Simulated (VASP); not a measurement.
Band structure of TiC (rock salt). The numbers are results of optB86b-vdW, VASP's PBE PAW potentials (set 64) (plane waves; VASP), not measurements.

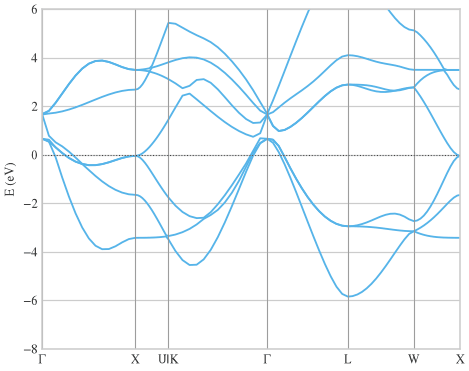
Bands along high-symmetry lines, zero at the valence-band maximum or, without a gap, the Fermi level

Task: Read the plot: is there a gap, and where are the band edges?

Result: It has no gap at this level: it comes out as a metal or semimetal. (Edges off the drawn lines would not show.)

The compound is TiC in the rock salt structure. It was relaxed first.
